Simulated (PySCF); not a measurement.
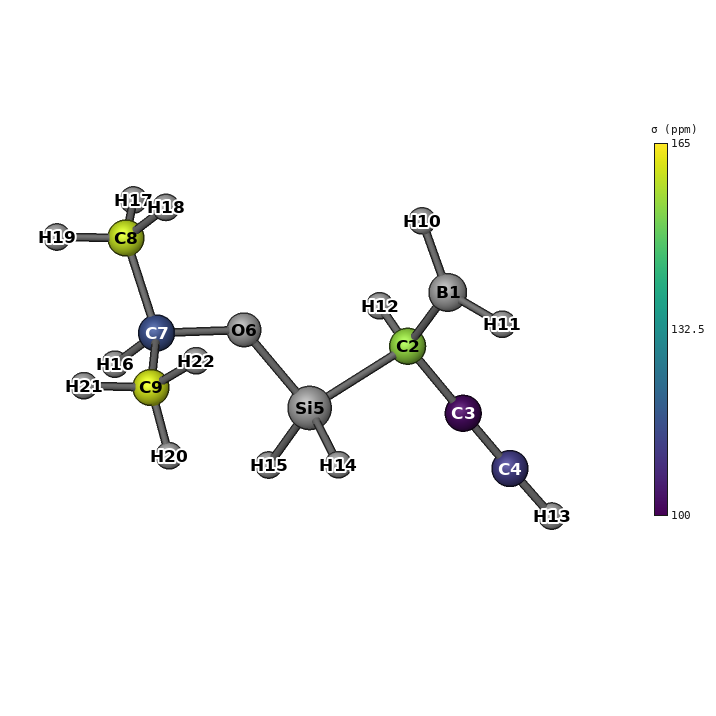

Atoms are coloured by their isotropic NMR shieldings (C only, the others grey). Computed geometry: GFN2-xTB optimisation. No frequency run is at hand to confirm it as a minimum. Method: GIAO PBE0/pcSseg-1 NMR shielding, non-relativistic, gas phase (PySCF 2.14.0).

**Which C atom is the most shielded (lowest chemical shift)?**

C9 (160.4 ppm).

**Which C atom is the least shielded (highest chemical shift)?**

C3 (101.9 ppm).

**How wide is the range of C shifts?**

58.5 ppm.

Give the isotropic NMR shieldings of the C atoms atom by atom.

```
atom  σ (ppm)
  C2    154.5
  C3    101.9
  C4    111.7
  C7    115.9
  C8    159.1
  C9    160.4
```

The geometry is semi-empirical. Around B, Si such bond lengths and angles can be off by a tenth of an ångström or more and by several degrees, and values that hang on the shape move with them.
